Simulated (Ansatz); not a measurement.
The starting structures come from a database of crystals and need not be the phases stable at ambient conditions.

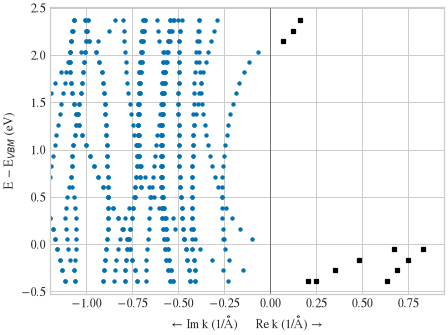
Complex bands at the centre of the two-dimensional zone; PBEsol run with Ansatz (a quantum-chemistry and plane-wave program)

The gap is the functional's own, uncorrected, and κ follows it; spin-orbit coupling is left out. Mid-gap values are interpolated between the computed energies.

Question: This is CsAgCl₂ (P4/nmm, not sure to be the ambient phase, 8 atoms a cell, 31.7 Å³ an atom) along the normal of (111). Read off the slowest decay at the centre of the two-dimensional zone at 1.04 eV, the computed energy nearest the middle of the gap.

Answer: κ ≈ 0.24 1/Å, a decay length 1/(2κ) of the density of 2.0 Å.
